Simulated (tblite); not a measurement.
## Geometry relaxation of C5H11NOSi (charge −1) (part 2 of 2)

Continued. System: C5H11NOSi, charge −1, multiplicity 2. Method: GFN2-xTB geometry optimisation, gas phase (tblite 0.8.0). It belongs to a series of runs on one base structure; here: electron added.

Geometry of the input (Å):
```
C  -1.6425  -0.9165  -0.2276
C  -0.6169  -0.1804  0.6247
C  0.6357  -1.0916  0.8916
C  1.6065  -0.9317  -0.2993
Si 1.4252  0.9028  -0.7835
N  -0.1152  1.0366  -0.0305
C  -1.0488  2.1697  0.0535
O  -0.7621  3.2569  -0.4915
H  -1.9743  -1.8366  0.2707
H  -2.5429  -0.2939  -0.3833
H  -1.2545  -1.1919  -1.2101
H  -1.0659  0.0438  1.6110
H  1.1206  -0.7495  1.8179
H  0.3572  -2.1388  1.0373
H  1.2962  -1.5621  -1.1283
H  2.6297  -1.1889  0.0065
H  2.5094  1.6658  -0.1000
H  1.4140  0.9668  -2.2785
H  -1.9814  2.0486  0.6118
```

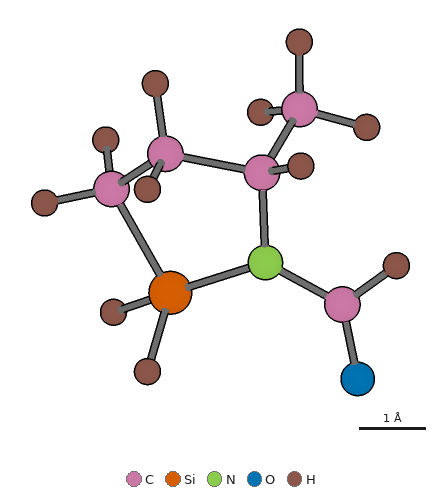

The geometry at step 59 of the log (ball-and-stick view, seen at a tilt).

Trajectory as extended XYZ, continued
```
19
Properties=species:S:1:pos:R:3:forces:R:3 step=39 energy=-685.86101
C    -1.6371   -0.8804   -0.2412   -0.0020  -0.0180  -0.0110
C    -0.6212   -0.1963    0.6804   -0.0020  -0.0190   0.0000
C     0.6251   -1.0591    0.8857    0.0080  -0.0040   0.0060
C     1.5092   -0.9209   -0.3375   -0.0020  -0.0270   0.0030
Si    1.2716    0.8670   -0.9838    0.0200  -0.0060  -0.0470
N    -0.1557    1.0575    0.1353   -0.0440   0.0010   0.0200
C    -0.9882    2.1063    0.1682    0.0120   0.0250  -0.0050
O    -0.7932    3.2123   -0.3585    0.0020   0.0080   0.0140
H    -2.0146   -1.7970    0.2146   -0.0050  -0.0150  -0.0020
H    -2.4761   -0.2128   -0.4335    0.0100   0.0080   0.0110
H    -1.1669   -1.1177   -1.1916    0.0260   0.0000  -0.0040
H    -1.1133   -0.0148    1.6524   -0.0040   0.0260  -0.0210
H     1.1629   -0.6741    1.7574   -0.0040   0.0120   0.0010
H     0.3396   -2.0979    1.1023    0.0010   0.0070   0.0100
H     1.2372   -1.6577   -1.0946   -0.0130  -0.0270  -0.0080
H     2.5502   -1.1270   -0.0779    0.0100   0.0070  -0.0010
H     2.1245    1.8748   -0.3207    0.0080   0.0130   0.0270
H     2.0771    0.7337   -2.2894   -0.0130   0.0050  -0.0090
H    -1.9408    1.9135    0.7251   -0.0090   0.0050   0.0140
19
Properties=species:S:1:pos:R:3:forces:R:3 step=46 energy=-685.86228
C    -1.6340   -0.8855   -0.2454    0.0040   0.0080  -0.0020
C    -0.6216   -0.1962    0.6757   -0.0060   0.0070   0.0050
C     0.6257   -1.0554    0.8876   -0.0050   0.0060   0.0050
C     1.5076   -0.9259   -0.3391   -0.0090   0.0000   0.0050
Si    1.2713    0.8633   -0.9911    0.0010  -0.0150  -0.0100
N    -0.1588    1.0574    0.1279   -0.0180   0.0020   0.0000
C    -0.9874    2.1087    0.1730    0.0040   0.0080   0.0110
O    -0.7952    3.2195   -0.3435    0.0140  -0.0020   0.0020
H    -2.0126   -1.8024    0.2104    0.0110   0.0050  -0.0140
H    -2.4711   -0.2150   -0.4352   -0.0060  -0.0120  -0.0170
H    -1.1591   -1.1199   -1.1944   -0.0020  -0.0080   0.0020
H    -1.1176   -0.0046    1.6431   -0.0050  -0.0160   0.0100
H     1.1606   -0.6631    1.7577    0.0150   0.0110  -0.0090
H     0.3407   -2.0926    1.1117    0.0050   0.0030   0.0100
H     1.2310   -1.6706   -1.0883    0.0030   0.0090  -0.0040
H     2.5497   -1.1308   -0.0809   -0.0080   0.0070  -0.0040
H     2.1199    1.8699   -0.3159    0.0070  -0.0070  -0.0040
H     2.0786    0.7385   -2.2968   -0.0090  -0.0050   0.0130
H    -1.9373    1.9140    0.7362    0.0020   0.0000   0.0020
19
Properties=species:S:1:pos:R:3:forces:R:3 step=52 energy=-685.86338
C    -1.6295   -0.8898   -0.2532   -0.0010  -0.0080  -0.0040
C    -0.6267   -0.1956    0.6751   -0.0030   0.0030  -0.0150
C     0.6246   -1.0482    0.8916    0.0030   0.0080  -0.0130
C     1.4986   -0.9297   -0.3413    0.0160   0.0110  -0.0150
Si    1.2641    0.8574   -0.9995   -0.0230   0.0000   0.0240
N    -0.1663    1.0576    0.1247    0.0250   0.0070   0.0140
C    -0.9843    2.1150    0.1831   -0.0030  -0.0180   0.0210
O    -0.7860    3.2289   -0.3228    0.0040  -0.0080   0.0000
H    -2.0055   -1.8096    0.1975   -0.0020  -0.0060   0.0120
H    -2.4698   -0.2255   -0.4515    0.0050  -0.0070  -0.0040
H    -1.1468   -1.1243   -1.1981    0.0080   0.0090  -0.0050
H    -1.1279   -0.0067    1.6407    0.0000  -0.0070  -0.0080
H     1.1698   -0.6413    1.7485   -0.0220   0.0150   0.0110
H     0.3454   -2.0829    1.1344    0.0040   0.0020  -0.0010
H     1.2251   -1.6803   -1.0852   -0.0230   0.0090   0.0010
H     2.5422   -1.1283   -0.0861    0.0100  -0.0060   0.0070
H     2.1170    1.8572   -0.3177    0.0010  -0.0040  -0.0060
H     2.0790    0.7346   -2.2982   -0.0020  -0.0140  -0.0100
H    -1.9328    1.9207    0.7507    0.0030   0.0150  -0.0080
19
Properties=species:S:1:pos:R:3:forces:R:3 step=59 energy=-685.86420
C    -1.6248   -0.8954   -0.2612   -0.0020   0.0000  -0.0070
C    -0.6296   -0.1959    0.6709   -0.0040  -0.0100   0.0090
C     0.6246   -1.0413    0.8935    0.0080  -0.0020   0.0060
C     1.4956   -0.9297   -0.3415    0.0010   0.0020  -0.0040
Si    1.2584    0.8552   -1.0007    0.0040   0.0130   0.0070
N    -0.1671    1.0593    0.1286   -0.0040  -0.0090  -0.0010
C    -0.9811    2.1192    0.1942    0.0050   0.0040  -0.0040
O    -0.7768    3.2337   -0.3081    0.0010   0.0090   0.0010
H    -1.9981   -1.8159    0.1911    0.0090  -0.0030  -0.0040
H    -2.4684   -0.2377   -0.4650   -0.0020   0.0120   0.0010
H    -1.1365   -1.1271   -1.2037    0.0050  -0.0050  -0.0060
H    -1.1358   -0.0118    1.6342   -0.0130   0.0020   0.0090
H     1.1651   -0.6183    1.7454    0.0020  -0.0040   0.0130
H     0.3528   -2.0749    1.1486    0.0000   0.0010  -0.0010
H     1.2136   -1.6804   -1.0820   -0.0070  -0.0020  -0.0020
H     2.5396   -1.1318   -0.0900   -0.0010  -0.0040   0.0020
H     2.1214    1.8459   -0.3190   -0.0020   0.0050  -0.0100
H     2.0682    0.7267   -2.3032   -0.0050  -0.0030  -0.0070
H    -1.9307    1.9293    0.7605    0.0050  -0.0070  -0.0030
19
Properties=species:S:1:pos:R:3:forces:R:3 step=65 energy=-685.86442
C    -1.6228   -0.8965   -0.2640    0.0040  -0.0010   0.0010
C    -0.6309   -0.1965    0.6717    0.0090  -0.0060   0.0010
C     0.6248   -1.0397    0.8963    0.0010  -0.0060   0.0040
C     1.4942   -0.9290   -0.3406   -0.0030  -0.0040   0.0100
Si    1.2577    0.8562   -0.9995    0.0080   0.0010  -0.0090
N    -0.1669    1.0589    0.1301    0.0000  -0.0010   0.0040
C    -0.9792    2.1201    0.1959    0.0040   0.0060  -0.0020
O    -0.7728    3.2355   -0.3043    0.0010  -0.0020   0.0020
H    -1.9939   -1.8184    0.1872   -0.0040   0.0010  -0.0030
H    -2.4666   -0.2385   -0.4675    0.0010  -0.0040  -0.0020
H    -1.1330   -1.1282   -1.2060    0.0030   0.0080   0.0000
H    -1.1416   -0.0138    1.6336    0.0070   0.0040  -0.0100
H     1.1640   -0.6154    1.7489    0.0010  -0.0060  -0.0070
H     0.3554   -2.0740    1.1517   -0.0040   0.0020   0.0020
H     1.2083   -1.6791   -1.0805   -0.0020   0.0030   0.0040
H     2.5381   -1.1345   -0.0909   -0.0010   0.0010   0.0010
H     2.1229    1.8479   -0.3229   -0.0050   0.0030  -0.0080
H     2.0613    0.7245   -2.3073   -0.0080  -0.0010   0.0080
H    -1.9287    1.9295    0.7606   -0.0120   0.0000   0.0040
19
Properties=species:S:1:pos:R:3:forces:R:3 step=72 energy=-685.86460
C    -1.6191   -0.8969   -0.2669   -0.0020   0.0020   0.0010
C    -0.6303   -0.1973    0.6724   -0.0020   0.0050   0.0000
C     0.6251   -1.0401    0.8996   -0.0060   0.0040  -0.0010
C     1.4926   -0.9293   -0.3383    0.0000  -0.0080   0.0050
Si    1.2565    0.8555   -0.9997   -0.0070  -0.0040  -0.0040
N    -0.1662    1.0587    0.1322    0.0010   0.0030   0.0000
C    -0.9778    2.1205    0.1993    0.0020   0.0000  -0.0010
O    -0.7690    3.2366   -0.2984   -0.0040  -0.0010   0.0040
H    -1.9914   -1.8200    0.1808    0.0050  -0.0030  -0.0020
H    -2.4634   -0.2399   -0.4709    0.0010   0.0030  -0.0030
H    -1.1267   -1.1246   -1.2085    0.0010   0.0030   0.0030
H    -1.1439   -0.0135    1.6322    0.0030  -0.0030   0.0020
H     1.1652   -0.6151    1.7512   -0.0040  -0.0030  -0.0020
H     0.3548   -2.0740    1.1564    0.0020   0.0060  -0.0030
H     1.2027   -1.6784   -1.0775    0.0080  -0.0040  -0.0030
H     2.5365   -1.1365   -0.0912    0.0040  -0.0020   0.0010
H     2.1189    1.8543   -0.3328    0.0040   0.0070   0.0030
H     2.0554    0.7194   -2.3086   -0.0040  -0.0040  -0.0020
H    -1.9297    1.9298    0.7612    0.0010   0.0000   0.0010
```

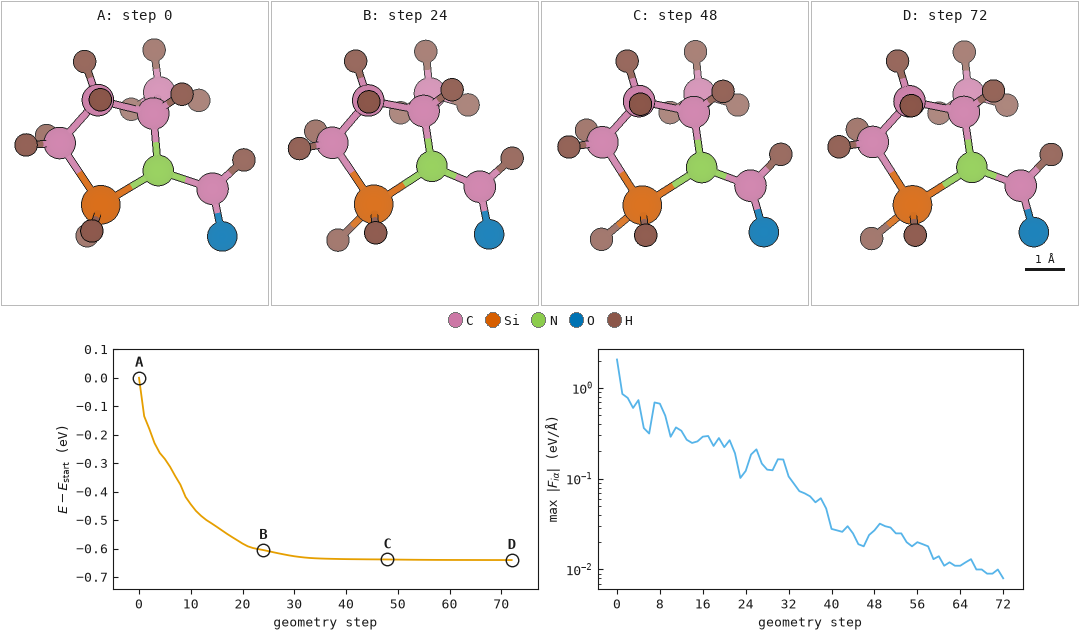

Frames of the relaxation (ball-and-stick view, seen at a tilt) above the curves, on which the letters mark them (steps are counted from 0).

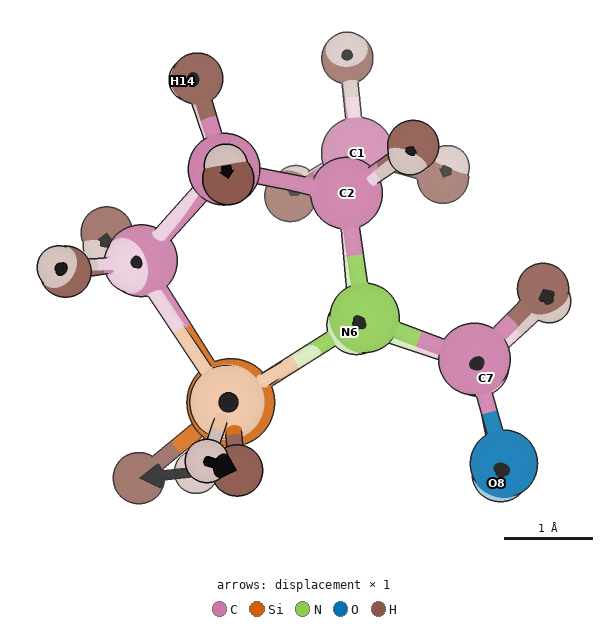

Start (faint) and end (solid) with the displacements as black arrows, at true length (ball-and-stick view, seen at a tilt). The two geometries are laid on each other by the best rigid fit. Over 72 geometry steps the energy falls by 0.640 eV. The largest force component goes from 2.1 to 0.008 eV/Å. H18 moves most after the best rigid fit: 0.69 Å. By element the largest moves are H 0.69 Å, Si 0.28 Å, O 0.19 Å, N 0.17 Å, C 0.17 Å. Distances before and after: N6–C7 1.471 → 1.338 Å, Si5–N6 1.720 → 1.829 Å, Si5–H18 1.496 → 1.539 Å, C2–C3 1.572 → 1.529 Å. Among the angles that change: N6–Si5–H18 115.3° → 160.0°, N6–Si5–H17 114.2° → 95.7°, H17–Si5–H18 116.2° → 98.1°. (Atoms are counted from 1 in the order of the input.)

Summary

```tsv
quantity	value
outcome	converged
total energy	−685.8646 eV
wall time	0.6 s
peak memory	0.18 GiB
```
